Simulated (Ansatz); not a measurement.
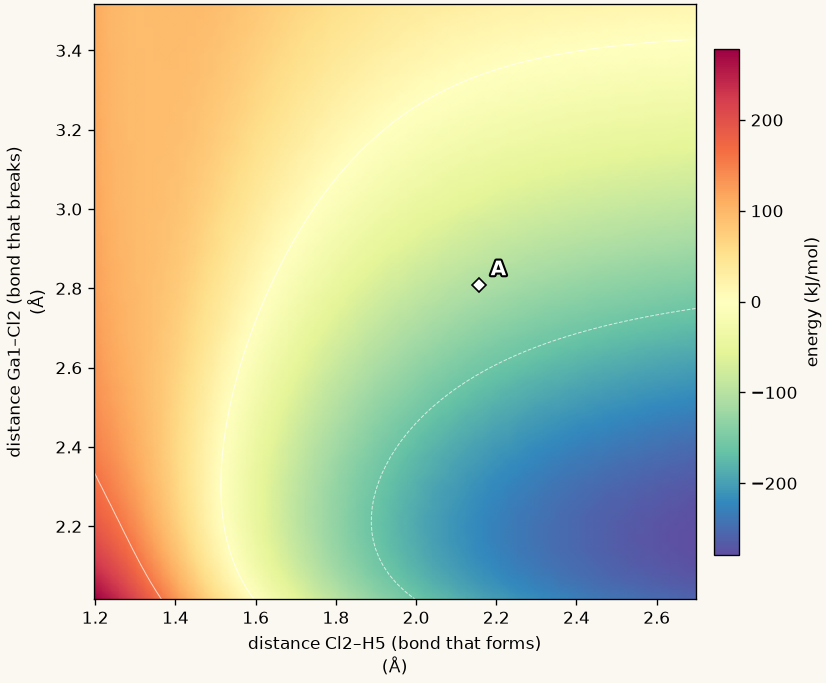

The reacting system CH5ClGaN (fragments CH₅ClGaN where the first distance is long, CH₄GaN + ClH where the second is long). 
- Coordinates scanned: (1) distance Cl2–H5 (bond that forms); (2) distance Ga1–Cl2 (bond that breaks).
- Relaxed at each point: all other coordinates.
- The scan uses an 11 × 11 grid.
- Points are written as (first, second).
- All energies are given in kJ/mol relative to a guessed transition structure relaxed with its forming and breaking bonds held.
- The reference is spin-restricted, so regions where a bond is pulled apart into radicals lie too high.
- These are results of RHF/def2-SVP in Ansatz, not measurements.

Drawn: a smooth colour map with a few white contour lines, the point A. Between grid points the surface is interpolated.

Question: Is A at rest? If not, where is it pushed?

Answer: A, at (2.157 Å, 2.808 Å), is not a stationary point. The computed force is 114 kJ/mol for each Å towards larger values of the first coordinate and 230 kJ/mol for each Å towards smaller values of the second coordinate.
